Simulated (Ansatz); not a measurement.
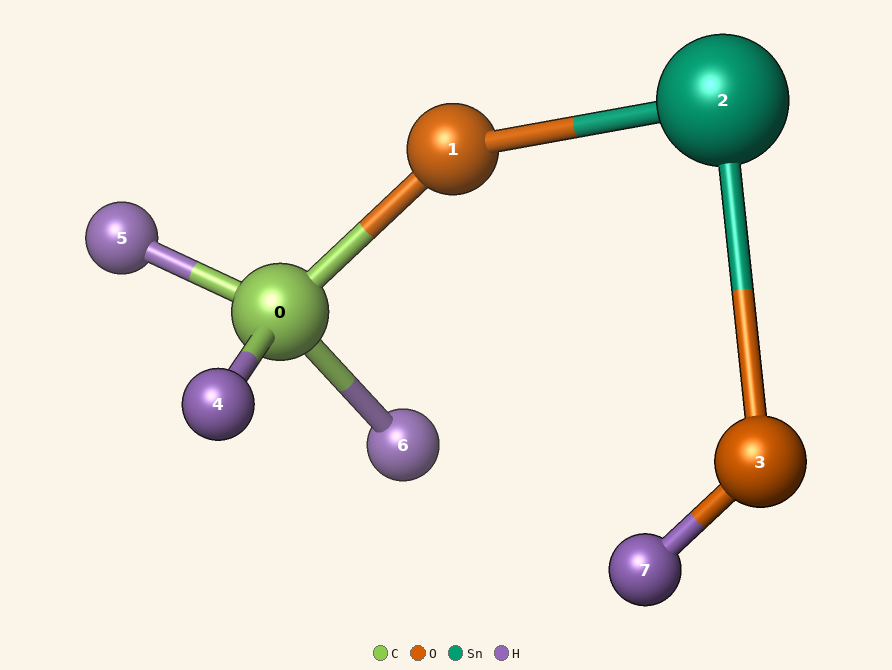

The picture shows the input geometry. Atoms are numbered from 0, in the order of the input.

Input file:

```yaml
crystal:
  periodic: [false, false, false]
  atoms:
    - {symbol: C, position_ang: [-0.222617, 1.043477, 0.088451]}
    - {symbol: O, position_ang: [0.898564, 0.399866, 0.589539]}
    - {symbol: Sn, position_ang: [1.645112, -1.231462, 0.891258]}
    - {symbol: O, position_ang: [0.231817, -2.150557, -0.374632]}
    - {symbol: H, position_ang: [-1.149473, 0.627134, 0.395819]}
    - {symbol: H, position_ang: [-0.310855, 2.083140, 0.390291]}
    - {symbol: H, position_ang: [-0.023466, 0.766534, -1.116084]}
    - {symbol: H, position_ang: [-0.478015, -1.663770, -0.765221]}
basis:
  gaussian: {orbitals: def2-SVPD}
hamiltonian: {xc: {name: RPBE}}
```

It was started with:

```sh
ansatz run in.yaml --threads 2 --pin off --events-out ev --progress --plain --max-ram 32768MiB --backend cpu
```

Output:

```
Functional definition: RPBE
  name "RPBE"
  cite "Hammer, Hansen & Nørskov, Phys. Rev. B 59, 7413 (1999) doi:10.1103/PhysRevB.59.7413"
  cite "Perdew, Burke & Ernzerhof, Phys. Rev. Lett. 77, 3865 (1996) doi:10.1103/PhysRevLett.77.3865"
  parameter kappa = 0.804
  parameter beta = 0.06672455060314922
  exchange = rpbe_x(kappa = kappa, mu = beta*pi^2/3)
  correlation = pbe_c(beta = beta)
1148 factors; their error is unknown
mean field evaluation 1: about -11009.3620 eV, gradient 8.9e1 eV
mean field evaluation 2: about -10769.3431 eV, gradient 2.6e2 eV
mean field evaluation 4: about -11023.9660 eV, gradient 2.6e1 eV
mean field evaluation 8: about -11025.5587 eV, gradient 3.4e-1 eV
mean field evaluation 16: about -11025.5152 eV, gradient 1.7e-4 eV
mean field -11025.51517596 eV, -405.1802093539 hartree, gradient 5.0e-5 eV, S^2 0.000000; 0 other end points of the search recorded, 0 dependent functions left out
reference -11025.51521711 eV, -405.1802108661 hartree; 24, 24 occupied and 106, 106 virtual orbitals, 1148 factors
Total energy: -11025.51521711 eV, -405.1802108661 hartree
```

Self-consistency was reached.
